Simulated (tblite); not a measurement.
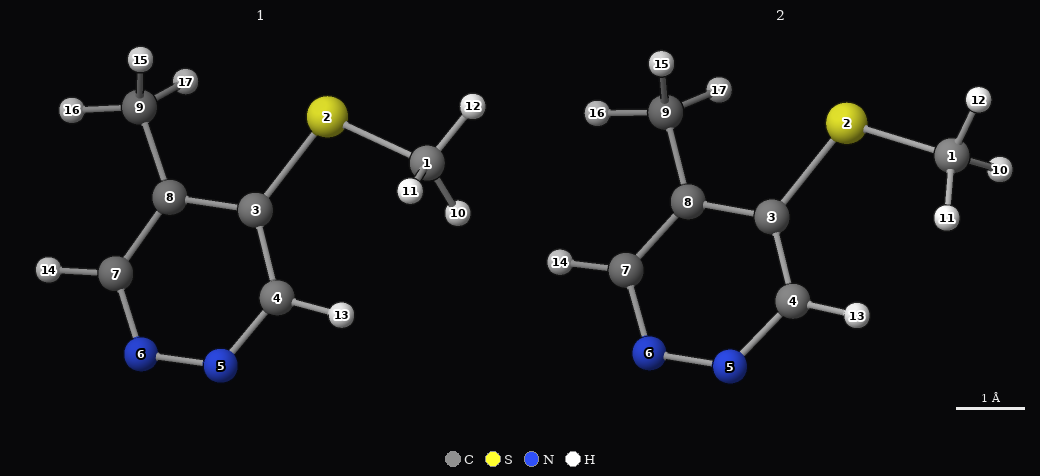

Two geometries of C6H8N2S, drawn at one scale. One is the start of a relaxation, the other its converged end. The picture is a ball-and-stick view, seen at a tilt.

The calculation used GFN2-xTB geometry optimisation, gas phase in tblite 0.8.0. 

> Which geometry has the lower energy?

Structure 1 is the relaxed one. The largest move after the best rigid fit is that of H10, 0.76 Å. By element the largest moves are H 0.76 Å, N 0.19 Å, C 0.15 Å, S 0.11 Å. Near-neighbour distances that change, for instance: N6–C7 1.366 → 1.319 Å, N5–N6 1.335 → 1.296 Å, C4–N5 1.349 → 1.315 Å, C3–C4 1.367 → 1.398 Å. Bond angles that change, for instance: C1–S2–C3 110.2° → 103.5°, N6–C7–C8 117.9° → 123.8°, N5–C4–H13 120.1° → 114.7°. Groups turn about C1–S2 by about 35°. Over 71 geometry steps the energy falls by 48.7 kJ/mol.
